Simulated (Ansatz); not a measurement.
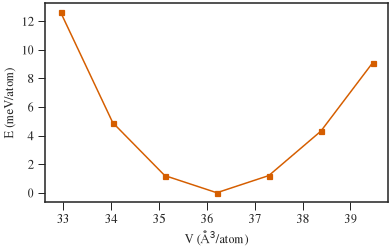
Figure: Sb in space group I-43m (No. 217; Sb on 8c) under volume change, PBE+D3(BJ) (plane waves, PAW; program Ansatz), shape and atoms relaxed at each volume.

Question: What does a third-order Birch–Murnaghan fit give for V₀, B₀ and B′?

Answer: V₀ = 36.03 Å³/atom, B₀ = 12.2 GPa, B′ = 7.4.

The start of the workflow was typed in or built on a structure type; neither database checked (COD, Materials Project) lists it. It is not the phase usual at ambient conditions (space group No. 166). Symmetry was held in the PBE+D3(BJ) relaxation; its stability against distortions is not shown here. Scalar-relativistic: spin–orbit coupling is off unless named, which matters more the heavier the elements.

Potentials: the earlier of the program's two PAW sets.
